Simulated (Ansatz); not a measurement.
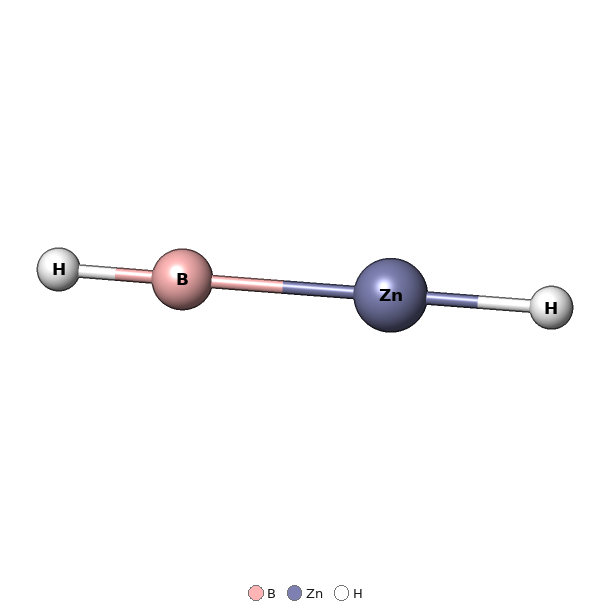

Ball-and-stick drawing of a structure. Every bond is drawn as one stick, whatever its order.

The species is neutral and a spin doublet. The computed structure is the end point of a PBE0-D4/def2-TZVP optimisation. No frequency run is at hand to confirm it as a minimum.

Describe the molecule.

It has 4 atoms: 1 boron, 2 hydrogen and 1 zinc (BH2Zn). This geometry has C∞v symmetry. It is an open-shell species. All atoms lie on one line. Coordination: 1 B linear; 1 Zn linear.

More results for the same structure follow; atom numbers are the same in all pictures, views and colours differ.

Dipole moment

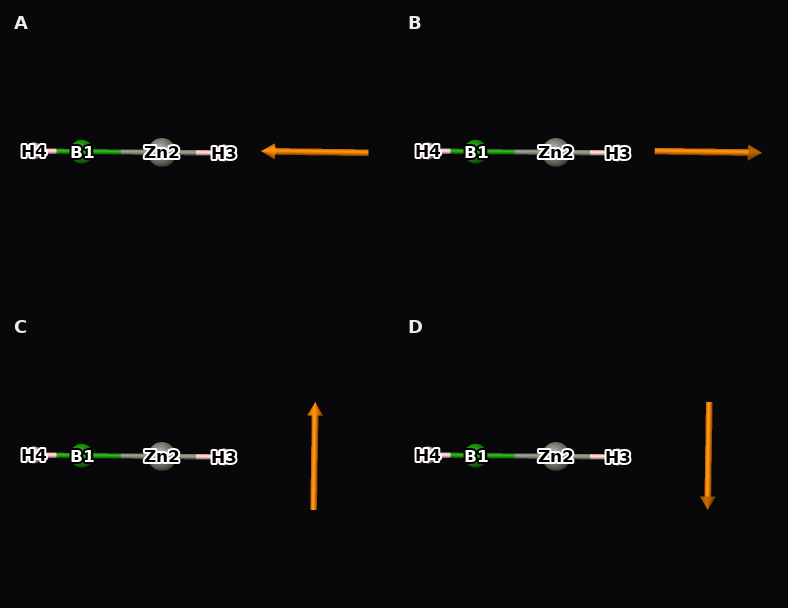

The same molecule four times, each with an arrow. No frequency run is at hand to confirm it as a minimum. Method: UKS PBE0-D4/def2-TZVP (Ansatz 0.2.0).

Which arrow points along the dipole moment, from the negative to the positive end?

Answer. A. The dipole moment is 0.67 D; it points from the side of H3 to the side of H4 (the outermost atoms at the two ends).

Electronic properties

No frequency run is at hand to confirm it as a minimum. Properties computed with UHF-CCSD(T), frozen core with 3s3p of Cu, Zn/def2-TZVPP (Ansatz 0.2.0).

Estimate the ⟨S²⟩ of the determinant.

Answer. 0.762.

Give the T1 diagnostic at this level.

Answer. 0.016.

Charges

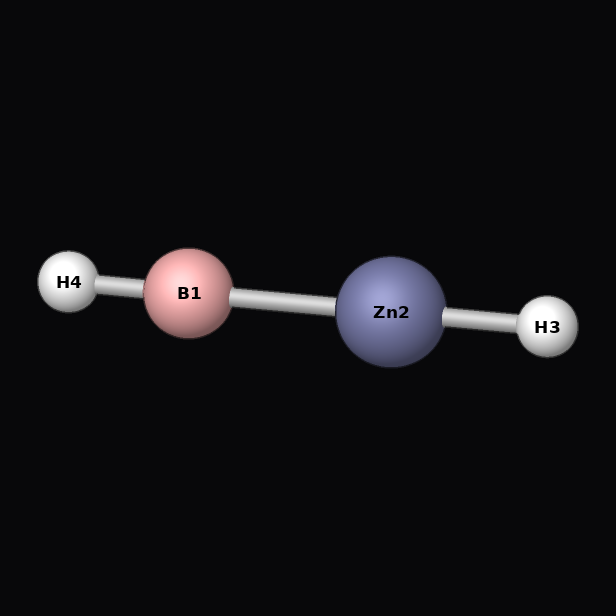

The questions are on Mulliken charges. No frequency run is at hand to confirm it as a minimum. Properties computed with UKS PBE0-D4/def2-TZVP (Ansatz 0.2.0).

Which atom carries the highest charge (most positive or least negative)?

Answer. H4 (0.10 e).

And the lowest?

Answer. B1 (−0.15 e).

List the Mulliken charges.

```json
{"atom": "B1", "value (e)": "−0.15"}
{"atom": "Zn2", "value (e)": "0.09"}
{"atom": "H3", "value (e)": "−0.03"}
{"atom": "H4", "value (e)": "0.10"}
```

Mulliken values depend strongly on the basis set and can even reverse the polarity of a bond.
